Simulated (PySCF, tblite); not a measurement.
# C₆H₇FO₂: dynamics, then NMR shifts on frames, part 2 of 2

tblite 0.8.0 and PySCF 2.14.0. Atoms count from 0. The steps go on from the part before.

**5. Nuclear shieldings: 625 fs, PBE0/pcSseg-1**

The job: settings as JSON, then the geometry in Å.

```
{"job": {"kind": "nmr", "xc": "PBE0", "basis": "pcSseg-1", "pop": false}, "charge": 0, "multiplicity": 1}
C      1.981900     0.212500     0.921000
O      0.754900     0.563900     1.511900
C     -0.397900     0.053800     1.024100
C     -0.557600    -0.756200    -0.056800
F      0.357900    -1.257000    -0.892400
C     -2.017800    -1.012100    -0.230200
C     -2.741500    -0.449100     0.982200
C     -1.623600     0.364100     1.721300
O     -1.887600     0.898900     2.768600
H      2.100200    -0.840200     1.172600
H      1.977500     0.366800    -0.163400
H      2.827700     0.787400     1.296900
H     -2.346300    -0.410800    -1.083800
H     -2.272200    -2.001800    -0.477100
H     -2.910400    -1.291400     1.689300
H     -3.652300     0.111000     0.821000
```

Level: GIAO PBE0/pcSseg-1 NMR shielding, non-relativistic, gas phase.

What it wrote:

```text
coarse grid: 14120 points
cycle   1  E = -482.2210792743  dE =  1.694e+00  |g| = 1.012e+00  |ddm| = 3.743e+00
cycle   2  E = -481.3196064498  dE =  9.015e-01  |g| = 2.304e+00  |ddm| = 3.775e+00
cycle   3  E = -482.4123300752  dE = -1.093e+00  |g| = 2.348e-01  |ddm| = 3.035e+00
cycle   4  E = -482.4212985845  dE = -8.969e-03  |g| = 1.332e-01  |ddm| = 3.219e-01
cycle   5  E = -482.4244805135  dE = -3.182e-03  |g| = 3.124e-02  |ddm| = 1.257e-01
cycle   6  E = -482.4246596045  dE = -1.791e-04  |g| = 1.142e-02  |ddm| = 3.186e-02
cycle   7  E = -482.4246870939  dE = -2.749e-05  |g| = 3.765e-03  |ddm| = 1.188e-02
cycle   8  E = -482.4246893857  dE = -2.292e-06  |g| = 1.631e-03  |ddm| = 4.564e-03
final grid: 138872 points
cycle   9  E = -482.5059899389  dE = -1.564e-05  |g| = 1.659e-02  |ddm| = 3.288e-02
cycle  10  E = -482.5058310753  dE =  1.589e-04  |g| = 3.293e-02  |ddm| = 4.027e-02
cycle  11  E = -482.5060404585  dE = -2.094e-04  |g| = 3.234e-03  |ddm| = 3.051e-02
cycle  12  E = -482.5060426649  dE = -2.206e-06  |g| = 4.530e-04  |ddm| = 3.161e-03
cycle  13  E = -482.5060426943  dE = -2.945e-08  |g| = 1.827e-04  |ddm| = 5.191e-04
cycle  14  E = -482.5060427003  dE = -5.980e-09  |g| = 4.691e-05  |ddm| = 1.892e-04
cycle  15  E = -482.5060427007  dE = -3.660e-10  |g| = 2.269e-05  |ddm| = 5.681e-05
converged SCF energy = -482.5060427007

GIAO shielding tensors (ppm)
atom      isotropic    diamagn.    paramagn.     s11        s22        s33       span
  0 C      129.062     248.228    -119.165     98.245    108.897    180.045     81.800
  1 O      242.724     393.764    -151.040    118.488    295.023    314.662    196.173
  2 C       45.688     256.161    -210.473    -34.492     65.186    106.370    140.862
  3 C        3.304     248.338    -245.034    -71.524     17.967     63.469    134.993
  4 F      293.005     475.153    -182.148    219.449    235.736    423.830    204.381
  5 C      163.308     250.724     -87.416    149.136    160.615    180.174     31.038
  6 C      145.120     258.630    -113.510    128.660    135.883    170.818     42.158
  7 C      -13.540     242.987    -256.527   -103.141    -16.251     78.772    181.914
  8 O     -309.467     393.666    -703.133   -918.294   -372.951    362.844   1281.138
  9 H       27.597      30.251      -2.654     24.360     25.257     33.173      8.813
 10 H       27.441      31.818      -4.376     22.651     27.725     31.948      9.298
 11 H       27.645      28.536      -0.891     23.987     25.816     33.132      9.145
 12 H       29.023      30.174      -1.151     24.793     27.159     35.116     10.324
 13 H       30.466      29.660       0.806     25.979     28.736     36.685     10.706
 14 H       28.940      28.889       0.050     25.282     27.520     34.017      8.734
 15 H       29.298      29.597      -0.299     25.649     27.985     34.261      8.612
```

Run time: 23 s. Hardware: 1 thread of INTEL XEON PLATINUM 8581C at 2.30GHz, shared host; peak memory 0.83 GiB.

This run: δ C7 200.5, C3 183.6, C2 141.2, C0 57.9, H10 4.28, H9 4.12 ppm.

**6. Nuclear shieldings: 800 fs, PBE0/pcSseg-1**

The job: settings as JSON, then the geometry in Å.

```
{"job": {"kind": "nmr", "xc": "PBE0", "basis": "pcSseg-1", "pop": false}, "charge": 0, "multiplicity": 1}
C      2.225400     0.349800     1.142300
O      0.987000     0.662400     1.722900
C     -0.126200     0.025700     1.386100
C     -0.546400    -0.710900     0.386600
F      0.321000    -1.279200    -0.485000
C     -1.953600    -1.113000     0.256400
C     -2.595500    -0.313100     1.398800
C     -1.380200     0.234400     2.189500
O     -1.617800     0.774200     3.254800
H      2.363100    -0.739000     1.079700
H      2.174400     0.754800     0.171900
H      2.958500     0.803400     1.744300
H     -2.509800    -0.870600    -0.643800
H     -1.990100    -2.176800     0.506900
H     -3.303700    -0.967300     1.922000
H     -3.281500     0.515100     1.153300
```

Method: GIAO PBE0/pcSseg-1 NMR shielding, non-relativistic, gas phase.

What it wrote:

```text
coarse grid: 14120 points
cycle   1  E = -482.2243112845  dE =  1.729e+00  |g| = 1.002e+00  |ddm| = 3.754e+00
cycle   2  E = -481.4167839119  dE =  8.075e-01  |g| = 2.229e+00  |ddm| = 3.501e+00
cycle   3  E = -482.4062520457  dE = -9.895e-01  |g| = 2.422e-01  |ddm| = 2.788e+00
cycle   4  E = -482.4163177046  dE = -1.007e-02  |g| = 1.205e-01  |ddm| = 3.162e-01
cycle   5  E = -482.4187158486  dE = -2.398e-03  |g| = 2.959e-02  |ddm| = 1.099e-01
cycle   6  E = -482.4188819206  dE = -1.661e-04  |g| = 8.920e-03  |ddm| = 2.906e-02
cycle   7  E = -482.4188971256  dE = -1.521e-05  |g| = 2.227e-03  |ddm| = 9.231e-03
cycle   8  E = -482.4188981838  dE = -1.058e-06  |g| = 7.994e-04  |ddm| = 3.343e-03
final grid: 138872 points
cycle   9  E = -482.5005551382  dE = -2.257e-05  |g| = 1.519e-02  |ddm| = 3.359e-02
cycle  10  E = -482.5004352916  dE =  1.198e-04  |g| = 2.953e-02  |ddm| = 3.526e-02
cycle  11  E = -482.5005961304  dE = -1.608e-04  |g| = 3.242e-03  |ddm| = 2.651e-02
cycle  12  E = -482.5005982574  dE = -2.127e-06  |g| = 4.464e-04  |ddm| = 3.008e-03
cycle  13  E = -482.5005982844  dE = -2.709e-08  |g| = 1.861e-04  |ddm| = 5.113e-04
cycle  14  E = -482.5005982906  dE = -6.174e-09  |g| = 4.050e-05  |ddm| = 1.968e-04
cycle  15  E = -482.5005982909  dE = -2.839e-10  |g| = 1.995e-05  |ddm| = 4.922e-05
converged SCF energy = -482.5005982909

GIAO shielding tensors (ppm)
atom      isotropic    diamagn.    paramagn.     s11        s22        s33       span
  0 C      131.985     248.817    -116.832    102.694    109.217    184.044     81.349
  1 O      264.832     392.359    -127.527    157.794    288.969    347.734    189.941
  2 C       47.297     253.352    -206.055    -17.214     46.165    112.941    130.156
  3 C       14.821     250.339    -235.518    -43.689     26.744     61.410    105.099
  4 F      289.740     476.807    -187.067    205.566    258.743    404.910    199.344
  5 C      165.065     248.761     -83.696    153.049    163.236    178.910     25.860
  6 C      148.919     255.535    -106.616    128.310    138.719    179.729     51.420
  7 C      -19.047     242.739    -261.786   -115.357     -8.176     66.392    181.749
  8 O     -320.403     391.922    -712.324   -893.077   -403.248    335.117   1228.195
  9 H       27.520      30.009      -2.489     23.539     26.626     32.395      8.856
 10 H       28.133      32.624      -4.491     24.592     26.110     33.697      9.105
 11 H       28.357      29.506      -1.149     24.226     26.661     34.184      9.958
 12 H       28.889      29.511      -0.622     24.292     27.290     35.085     10.794
 13 H       28.922      28.370       0.551     24.890     26.917     34.958     10.068
 14 H       28.906      27.955       0.951     24.822     27.990     33.905      9.083
 15 H       28.942      29.984      -1.042     26.076     27.016     33.733      7.657
```

Wall time 22 s (1 thread of INTEL XEON PLATINUM 8581C at 2.30GHz, shared host); peak memory 0.83 GiB.

Key values: δ C7 206.0, C3 172.1, C2 139.6, C0 54.9, H9 4.20, H10 3.58 ppm.

**7. Nuclear shieldings: 1000 fs, PBE0/pcSseg-1**

The job: settings as JSON, then the geometry in Å.

```
{"job": {"kind": "nmr", "xc": "PBE0", "basis": "pcSseg-1", "pop": false}, "charge": 0, "multiplicity": 1}
C      2.073000    -0.019900     0.946500
O      1.123600     0.702600     1.712300
C     -0.152700     0.444200     1.389200
C     -0.640400    -0.268000     0.400000
F      0.058000    -1.119400    -0.376000
C     -2.168300    -0.256600     0.326100
C     -2.590700     0.506900     1.591400
C     -1.319600     1.047300     2.200200
O     -1.176000     1.658600     3.183800
H      2.116900    -1.154400     1.176600
H      1.885500     0.127800    -0.117500
H      3.020400     0.459800     1.225400
H     -2.480300     0.202800    -0.605100
H     -2.459900    -1.317100     0.278600
H     -3.018200    -0.154100     2.295400
H     -3.225700     1.291200     1.354400
```

Method: GIAO PBE0/pcSseg-1 NMR shielding, non-relativistic, gas phase.

What it wrote:

```text
coarse grid: 14120 points
cycle   1  E = -482.2517223864  dE =  1.691e+00  |g| = 9.641e-01  |ddm| = 3.748e+00
cycle   2  E = -481.6700514877  dE =  5.817e-01  |g| = 1.978e+00  |ddm| = 3.039e+00
cycle   3  E = -482.4179801419  dE = -7.479e-01  |g| = 2.025e-01  |ddm| = 2.336e+00
cycle   4  E = -482.4254843583  dE = -7.504e-03  |g| = 9.099e-02  |ddm| = 2.473e-01
cycle   5  E = -482.4268954018  dE = -1.411e-03  |g| = 2.420e-02  |ddm| = 8.561e-02
cycle   6  E = -482.4270028541  dE = -1.075e-04  |g| = 7.559e-03  |ddm| = 2.506e-02
cycle   7  E = -482.4270143476  dE = -1.149e-05  |g| = 1.961e-03  |ddm| = 7.621e-03
cycle   8  E = -482.4270150101  dE = -6.625e-07  |g| = 8.712e-04  |ddm| = 2.575e-03
final grid: 138872 points
cycle   9  E = -482.5094469324  dE = -2.730e-05  |g| = 1.530e-02  |ddm| = 3.326e-02
cycle  10  E = -482.5093344388  dE =  1.125e-04  |g| = 2.878e-02  |ddm| = 3.342e-02
cycle  11  E = -482.5094898237  dE = -1.554e-04  |g| = 2.571e-03  |ddm| = 2.484e-02
cycle  12  E = -482.5094912163  dE = -1.393e-06  |g| = 4.030e-04  |ddm| = 2.573e-03
cycle  13  E = -482.5094912391  dE = -2.282e-08  |g| = 1.781e-04  |ddm| = 4.632e-04
cycle  14  E = -482.5094912447  dE = -5.555e-09  |g| = 4.482e-05  |ddm| = 1.758e-04
cycle  15  E = -482.5094912450  dE = -3.241e-10  |g| = 2.090e-05  |ddm| = 5.137e-05
converged SCF energy = -482.5094912450

GIAO shielding tensors (ppm)
atom      isotropic    diamagn.    paramagn.     s11        s22        s33       span
  0 C      122.297     247.164    -124.867     95.356    101.984    169.549     74.193
  1 O      243.676     394.875    -151.199    136.700    273.454    320.875    184.175
  2 C       40.047     258.135    -218.088    -27.876     42.806    105.211    133.087
  3 C       16.021     252.547    -236.526    -47.019     33.427     61.654    108.673
  4 F      306.142     477.506    -171.364    245.581    250.885    421.961    176.381
  5 C      158.027     251.207     -93.180    142.878    156.517    174.685     31.807
  6 C      158.198     256.471     -98.273    141.429    152.216    180.950     39.521
  7 C       -4.606     249.557    -254.163    -90.991     10.879     66.293    157.283
  8 O     -249.869     391.691    -641.560   -753.054   -349.049    352.496   1105.550
  9 H       26.346      28.658      -2.312     23.040     24.831     31.166      8.126
 10 H       27.117      32.182      -5.065     22.915     27.325     31.111      8.197
 11 H       27.344      28.515      -1.170     23.118     25.841     33.073      9.955
 12 H       29.211      30.768      -1.557     25.355     27.219     35.060      9.705
 13 H       28.986      29.495      -0.509     25.170     27.290     34.496      9.325
 14 H       30.260      28.691       1.569     25.863     28.732     36.185     10.322
 15 H       30.797      29.273       1.525     26.400     29.443     36.549     10.150
```

Run time: 21 s. Hardware: 1 thread of INTEL XEON PLATINUM 8581C at 2.30GHz, shared host; peak memory 0.83 GiB.

Key values: δ C7 191.5, C3 170.9, C2 146.9, C0 64.6, H9 5.37, H10 4.60 ppm.

**8. Side by side: NMR shifts**

Shifts (ppm) of some atoms, chosen among heavy atoms and hydrogens apart, with basis size and wall time:

```
  frame     C7    C0   H10   H14     O8    O1      F4  functions  time
 250 fs  205.2  64.7  4.81  3.09  616.2  87.2  -121.5        188  22 s
 425 fs  192.8  51.1  2.86  3.56  606.7  81.3  -100.4        188  22 s
 625 fs  200.5  57.9  4.28  2.78  645.5  93.4  -122.1        188  23 s
 800 fs  206.0  54.9  3.58  2.81  656.5  71.2  -118.8        188  22 s
1000 fs  191.5  64.6  4.60  1.46  585.9  92.4  -135.2        188  21 s
```

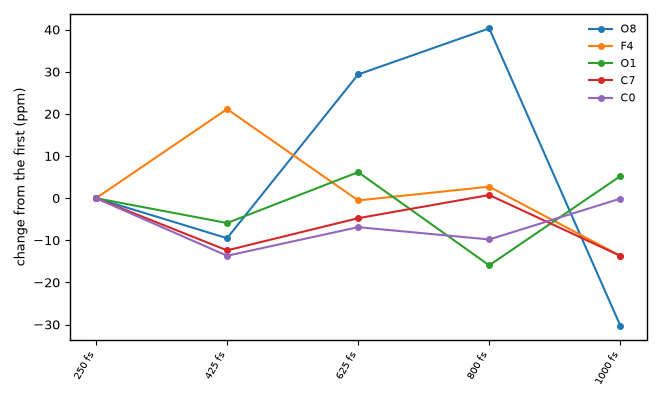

How five of the tabulated atoms move from run to run.

**9. What came out**

This closing draws on all 2 parts.

| quantity | value |
| --- | --- |
| thermostat | 300 K |
| mean temperature, second half | 311 K |
| mean potential energy above the minimum | 0.52 eV |
| 13C shifts against TMS (PBE0/pcSseg-1, 250 fs) | 205.2, 179.6, 149.5, 64.7, 38.4, 24.5 ppm |
| 1H shifts against TMS (PBE0/pcSseg-1, 250 fs) | 4.82, 4.81, 3.27, 3.09, 2.88, 2.43, 2.13 ppm |
| 17O shifts against H2O (PBE0/pcSseg-1, 250 fs) | 616.2, 87.2 ppm |
| 19F shifts against CFCl3 (PBE0/pcSseg-1, 250 fs) | -121.5 ppm |
| range of the shift of O8 | 585.9 to 656.5 ppm |

In the second half the potential energy averages 0.52 eV above the minimum; equipartition over 42 harmonic modes at 300 K would give 0.54 eV. With 16 atoms the temperature swings widely (124 to 436 K). Shifts at one fixed geometry are not the observed spectrum, which averages over the motion. In the first frame run (250 fs): The widest tensor belongs to O8: span 1183 ppm, with a paramagnetic part of -677 ppm. Across the 5 runs the shift of O8 moves most, between 585.9 (1000 fs) and 656.5 ppm (800 fs).
